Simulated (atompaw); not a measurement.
# Pseudopotential generation for Co: PAW (atompaw), LDA (PW92)

Do these settings give a usable potential? It is generated, then checked for scattering, ghosts and hardness.

The numbers are computed with atompaw 4.2.0.5 (LDA (PW92), scalar-relativistic, spin-unpolarised reference atom).

## Step 1: Settings

The settings as typed:

```
element                 : cobalt (Co, Z = 27)
type                    : PAW
frozen core             : [Ne] 3s2
valence charge          : 15
reference configuration : 3p6 3d7 4s1 4p1
partial waves           : 4s (bound): rc 1.75 bohr; 4s channel at 0.05 Ry: rc 1.75 bohr; 3p (bound): rc 1.10 bohr; 4p (bound): rc 1.40 bohr; 3d (bound): rc 1.75 bohr; 3d channel at 0.25 Ry: rc 1.75 bohr
local potential         : ultrasoft scheme with l = 3 at 0 Ry, radius 1.25 bohr
core correction         : smooth core density matched at 1.10 bohr
augmentation charge     : gaussian compensation charge, radius 1.35 bohr; PAW radius 1.75 bohr; waves and projectors: custom polynom2 7 10 vanderbiltortho
```

## Step 2: Generation

Co.input reads:

```
Co 27
LDA-PW scalarrelativistic loggrid 1500 logderivrange -7 5 301
4 4 3 0 0 0
4 0 1
4 1 1
3 2 7
0 0 0
c
c
c
v
c
v
v
v
2
1.75 1.35 1.25 1.10
y
0.05
n
n
y
0.25
n
custom polynom2 7 10 vanderbiltortho gaussian
3 0 ultrasoft
1.75
1.75
1.10
1.40
1.75
1.75
PWSCFOUT
UPFDX 0.0125d0 UPFXMIN -7.d0 UPFZMESH 27.d0
END
```

Run with:

```bash
$ atompaw < Co.input > Co.log
```

What the program wrote to the file Co (summary file):

```text
 Completed calculations for Co (AE)

 Exchange-correlation type: LDA, Perdew-Wang correlation

 Radial integration grid is logarithmic 
 r0 =   3.0804019E-04 h =   8.3170852E-03   n =      1500 rmax =   8.0000000E+01

 Scalar relativistic calculation

 AEatom converged in  44 iterations
   nz     =  27.00
   delta  =       1.990908943957E-15

 All Electron Orbital energies:         
  n  l      occupancy      energy
  1  0      2.0000000E+00 -5.5701515E+02
  2  0      2.0000000E+00 -6.6063342E+01
  3  0      2.0000000E+00 -7.6230282E+00
  4  0      1.0000000E+00 -5.0221372E-01
  2  1      6.0000000E+00 -5.6682330E+01
  3  1      6.0000000E+00 -4.9510394E+00
  4  1      1.0000000E+00 -1.6582857E-01
  3  2      7.0000000E+00 -7.5354497E-01

 Total energy
   Total                    :    -2781.22988447130592

 ---
 Completed calculations for Co (SC)

 Exchange-correlation type: LDA, Perdew-Wang correlation

 Radial integration grid is logarithmic 
 r0 =   3.0804019E-04 h =   8.3170852E-03   n =      1500 rmax =   8.0000000E+01

 Scalar relativistic calculation

 SCatom converged in   4 iterations
   nz     =  27.00
   delta  =       5.573096692607E-16

 Valence Electron Orbital energies:         
  n  l      occupancy      energy
   4  0      1.0000000E+00 -5.0221372E-01
   3  1      6.0000000E+00 -4.9510394E+00
   4  1      1.0000000E+00 -1.6582857E-01
   3  2      7.0000000E+00 -7.5354497E-01

 Total energy
   Total                    :    -2781.22988447314219
   Valence                  :     -299.15176932753695

 PAW parameters: 
       lmax =            2
         rc =    1.7582397720845502     
        irc =         1041
   rc_shape =    1.3585690904440262     
    rc_vloc =    1.2501224286707178     
    rc_core =    1.1034619551303648     
   Vloc: Non norm-conserving form with l= 3;e=   0.0000E+00
   Projector type: improved polynomial pseudization + Vanderbilt ortho.
   Gaussian compensation charge shape with gausstol =   1.0000E-04

 Number of basis functions     6
 No.   n  nodes  l      Energy         Cp coeff         Occ
  1    4    3    0   -0.5022137E+00  0.7278139E+03  0.1000000E+01
  2  999    4    0    0.5000000E-01  0.1971457E+03  0.0000000E+00
  3    3    1    1   -0.4951039E+01 -0.7143854E+01  0.6000000E+01
  4    4    2    1   -0.1658286E+00  0.3194617E+03  0.1000000E+01
  5    3    0    2   -0.7535450E+00 -0.5936232E+01  0.7000000E+01
  6  999    1    2    0.2500000E+00 -0.1379817E+01  0.0000000E+00

 Eigenvalues of overlap operator (in the basis of projectors):
    1        1.52450066E+00
    2        2.58290182E+00
    3        5.96310259E+00
    4        4.67346785E+02
    5        1.25792978E+04
    6        1.25817271E+09

 Orbital leakage outside PAW augmentation regions
   orb  is_core?  %out_of_sphere
   1 0    T           0.00
   2 0    T           0.00
   3 0    T           0.59
   4 0    F          84.98
   2 1    T           0.00
   3 1    F           1.44
   4 1    F          95.26
   3 2    F          12.01

 Summary of PAW energies
   Total valence energy     :   -299.15196331178953
   Smooth energy            :     81.59595048163135
   One center               :   -380.74791379342088
   Smooth kinetic           :     34.65512182169763
   Vloc energy              :     -2.78083055802754
   Smooth exch-corr         :    -10.33553924843190
   One-center xc            :   -103.34234536473160
```

Run time: 7.7 s. Hardware: 1 thread, shared host.

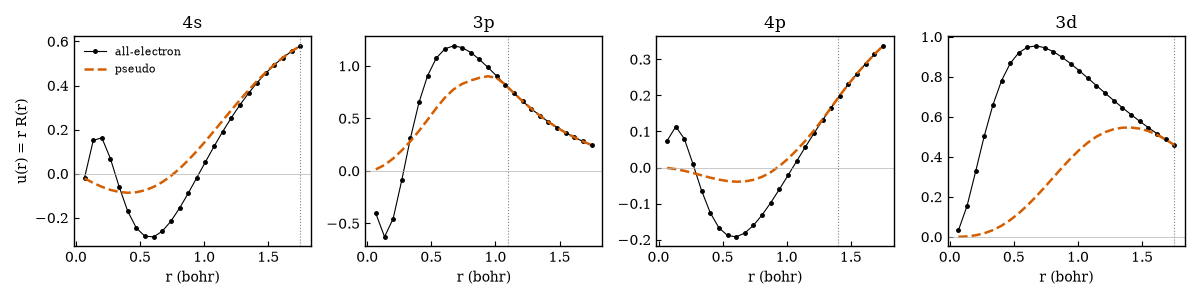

Bound waves of the atom and their pseudo partners (4s, 3p, 4p, 3d), with the matching radii dotted. The curves join 26 sampled radii, too few to resolve the innermost nodes.

## Step 3: Does it scatter like the atom?

Taken from the files of the generation run. The phase is arctan(r·u′/u) with u = r·R, unwrapped, with energies in Ry. A pole is an energy at which the radial function vanishes at the test radius. The pseudo phase is shifted by a multiple of π to meet the all-electron one at the reference energy. Levels narrower than the energy grid can be missing from the poles. The last column is the largest difference on the grid between −1 and +1 Ry.

| channel | radius (bohr) | reference (Ry) | poles AE | poles PS | window around the reference with phases within 0.05 rad (Ry) | largest difference near zero (rad) |
| --- | --- | --- | --- | --- | --- | --- |
| s | 1.76 | -0.50 | none | none | the whole range | 0.000 |
| p | 1.76 | -0.17 | -4.71 | -4.71, 2.74 | below 1.2 | 0.019 |
| d | 1.76 | -0.75 | -0.15 | -0.15 | below 3.4 | 0.000 |

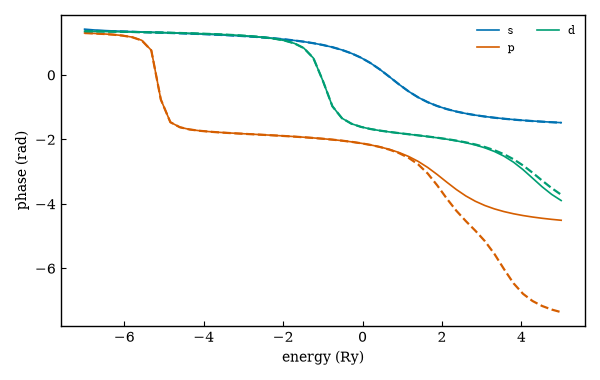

Phases by channel: all-electron solid, pseudo dashed.

## Step 4: Cutoff and ghost test in a Bessel basis

This step uses the generator's waves and projectors in a separate script. Basis: spherical Bessel functions vanishing at 20 bohr, q² up to the cutoff; potential fixed at the reference.

All-electron valence levels (Ry): 4s -0.5022, 3p -4.9510, 4p -0.1658, 3d -0.7535. The lowest levels of each channel (Ry) by cutoff; the last column sums, over occupied levels, occupation times the distance from the level at 400 Ry. A positive value at high cutoff is not a bound level.

```csv
cutoff (Ry),s #1,s #2,p #1,p #2,d #1,f #1,Σ f·Δε (mRy)
8,-6.2998,-0.4460,-1.7930,-0.1376,0.0298,0.0960,24495.4
15,-8.2829,-0.4998,-4.3029,-0.1539,-0.6171,0.0960,4837.9
25,-8.5890,-0.5022,-4.5663,-0.1656,-0.7523,0.0960,2296.9
40,-8.6197,-0.5022,-4.8373,-0.1656,-0.7530,0.0960,665.8
55,-8.6228,-0.5022,-4.9008,-0.1657,-0.7530,0.0960,284.6
90,-8.6235,-0.5022,-4.9110,-0.1657,-0.7532,0.0960,222.3
120,-8.6235,-0.5022,-4.9161,-0.1657,-0.7533,0.0960,191.2
180,-8.6235,-0.5022,-4.9221,-0.1658,-0.7534,0.0960,153.5
260,-8.6235,-0.5022,-4.9402,-0.1658,-0.7535,0.0960,45.0
400,-8.6235,-0.5022,-4.9476,-0.1658,-0.7535,0.0960,0.0
```

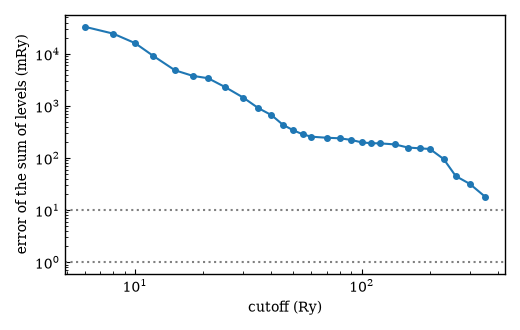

Occupation-weighted error of the valence levels against the cutoff; the dotted lines mark 10 and 1 mRy.

The sum stays within 10 mRy only somewhere over 300 Ry and within 1 mRy only somewhere over 300 Ry. The sum leaves out empty levels, which can need more. Ghost test: ghost state, bound below the all-electron valence or empty levels of the same l: s at -117.3 eV.

## Step 5: Summary of results

| quantity | value |
| --- | --- |
| cutoffs for 10 and 1 mRy, occupied levels | over 300 Ry and over 300 Ry |
| bound ghosts | s at -117.33 eV |
| largest phase difference near zero energy, channels read | 0.019 rad |
| lowest eigenvalue of the overlap (Bessel basis) | 0.495 (s) |
| share of valence orbitals outside the PAW sphere | 4s 85 %, 3p 1 %, 4p 95 %, 3d 12 % |
| UPF file | written |

It has a bound ghost (s), a state that the atom doesn't have, and that rules the file out. By its cutoff, over 300 Ry for the looser tolerance, it is very hard. The slowest occupied level is 3p: taken alone it needs over 300 Ry to come within 1 mRy, against 30 Ry for 3d. Near zero energy the phases of the channels with partial waves agree within 0.019 rad.
